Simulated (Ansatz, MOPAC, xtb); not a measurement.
Bond stretch in CLi (anion, charge -1), lowest triplet found (which spin is the ground state isn't settled by this scan).

Levels of theory: ROCCSD = CCSD on ROHF/aug-cc-pVDZ, frozen core run with Ansatz (a program for electronic structure); FCI = Ansatz with full CI/aug-cc-pVDZ, frozen core; GFN1-xTB (xtb); PM7, unrestricted, heats of formation (MOPAC); ROMP2 = MP2 on ROHF/aug-cc-pVDZ, frozen core (Ansatz).

Energies are in kcal/mol, each relative to the lowest point of its own curve between 1.68 and 2.58 Å, where full CI is lowest.

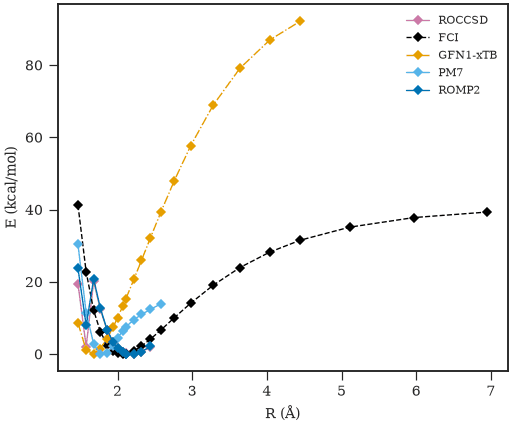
Energy against bond length for each method.

| R / Å | ROCCSD | FCI | GFN1-xTB | PM7 | ROMP2 |
|---|---|---|---|---|---|
| 1.47 | 19.5 | 41.3 | 8.6 | 30.4 | 23.7 |
| 1.58 | 2.1 | 22.7 | 1.1 | 11.4 | 8.0 |
| 1.68 | 20.1 | 12.1 | 0.0 | 2.9 | 20.8 |
| 1.77 | 12.3 | 6.2 | 1.5 | 0.0 | 12.7 |
| 1.86 | 6.6 | 2.6 | 4.3 | 0.3 | 6.7 |
| 1.94 | 3.3 | 0.9 | 7.4 | 2.4 | 3.3 |
| 2.00 | 1.7 | 0.2 | 10.0 | 4.4 | 1.7 |
| 2.07 | 0.6 | 0.0 | 13.3 | 6.5 | 0.5 |
| 2.11 | 0.2 | 0.1 | 15.2 | 7.5 | 0.2 |
| 2.22 | 0.0 | 0.9 | 20.8 | 9.6 | 0.0 |
| 2.32 | 0.6 | 2.2 | 25.9 | 11.0 | 0.7 |
| 2.44 | 1.9 | 4.1 | 32.2 | 12.4 | 2.1 |
| 2.58 | — | 6.7 | 39.3 | 13.9 | — |
| 2.76 | — | 10.1 | 48.0 | — | — |
| 2.98 | — | 14.1 | 57.7 | — | — |
| 3.28 | — | 19.0 | 68.9 | — | — |
| 3.64 | — | 24.0 | 79.2 | — | — |
| 4.04 | — | 28.3 | 87.0 | — | — |
| 4.45 | — | 31.5 | 92.2 | — | — |
| 5.11 | — | 35.1 | — | — | — |
| 5.97 | — | 37.8 | — | — | — |
| 6.95 | — | 39.3 | — | — | — |

A dash means that the run gave no value there, or that the column was ended at a point which the program doubted or which failed a test of continuity chosen for this set; such a test can also cut sound points.

The T1 diagnostic of CCSD on the restricted reference of ROCCSD, ROMP2 exceeds 0.045 at 1.47 to 1.58, 2.58 to 5.11, 6.95 Å. Where the anion isn't bound against loss of the electron, the finite basis alone holds it. At the minimum ROCCSD lies far from FCI: another state is possible. Also computed but left out beside FCI, since their determinant holds another spin at the minimum (<S²> over 0.7 above the pure value): UHF, UMP2, UCCSD, UCCSD(T), UCCSDT, UCCSDT(Q), UKS-BLYP, UKS-B3LYP, UKS-PBE, UKS-B3LYP/6-31G*, UMP2/6-31G*, UKS-B3LYP/3-21G, UKS-B3LYP/6-311+G**.
